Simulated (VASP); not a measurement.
Band structure of TiGe (space group I4_1md). Level of theory: PBE GGA, VASP's PBE PAW potentials (set 64) (plane waves; VASP).

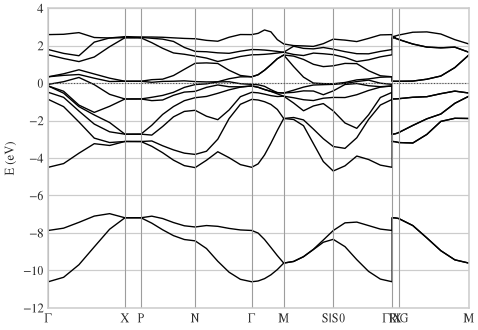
Figure: Bands along high-symmetry lines, zero at the valence-band maximum or, without a gap, the Fermi level

Task: Read the plot: is there a gap, and where are the band edges?

Result: It has no gap at this level: it comes out as a metal or semimetal.

The structure was generated: TiGe was put into an ordered model structure, which need not be its known phase. The cell was not relaxed at this level. The k-mesh is coarse (spacing up to 0.51 per Å, 2π included), so the numbers may not be converged in it.
